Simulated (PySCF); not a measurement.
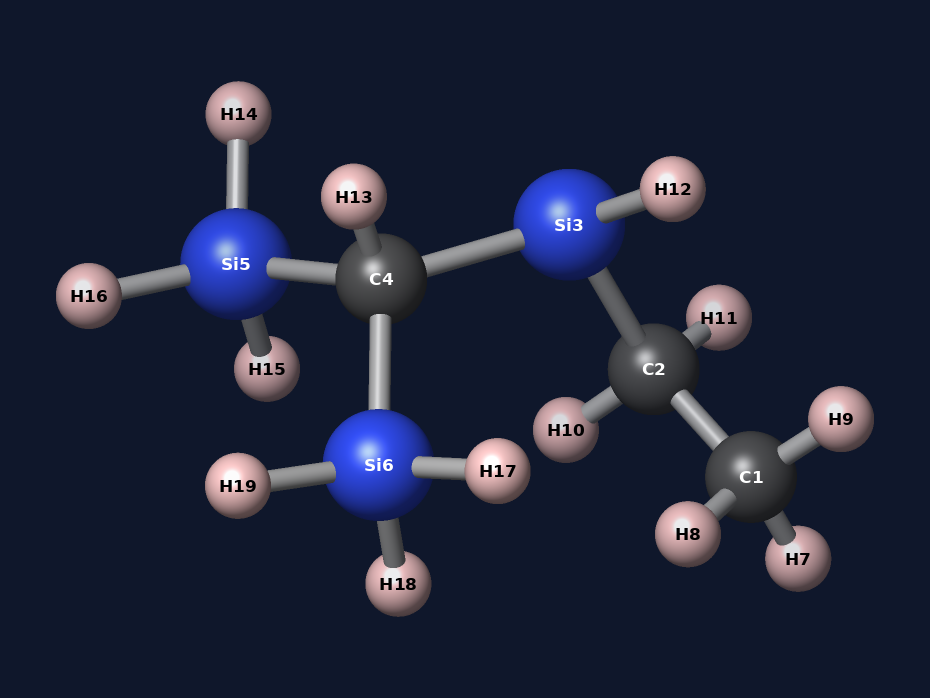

Charge 0, doublet. The geometry was computed by an optimisation with GFN2-xTB. No frequency run is at hand to confirm it as a minimum. Method: UKS B3LYP, pcH-1 on C H Si, non-relativistic (PySCF 2.14.0).

Give the isotropic hyperfine couplings (Fermi-contact term alone) of C1, C2, Si3, C4, Si5, Si6, H7, H8, H9, H10, H11, H12, H13, H14, H15, H16, H17, H18, H19.

| atom | isotope | a_iso (MHz) |
| --- | --- | --- |
| C1 | 13C | 30.7 |
| C2 | 13C | 25.4 |
| Si3 | 29Si | −452.9 |
| C4 | 13C | 21.9 |
| Si5 | 29Si | −23.2 |
| Si6 | 29Si | −50.5 |
| H7 | 1H | 22.2 |
| H8 | 1H | 0.0 |
| H9 | 1H | 1.9 |
| H10 | 1H | −1.2 |
| H11 | 1H | 12.8 |
| H12 | 1H | 52.1 |
| H13 | 1H | 0.3 |
| H14 | 1H | 0.2 |
| H15 | 1H | −0.2 |
| H16 | 1H | 2.8 |
| H17 | 1H | −0.7 |
| H18 | 1H | −1.2 |
| H19 | 1H | 22.2 |

The geometry is semi-empirical. Around Si such bond lengths and angles can be off by a tenth of an ångström or more and by several degrees, and values that hang on the shape move with them.
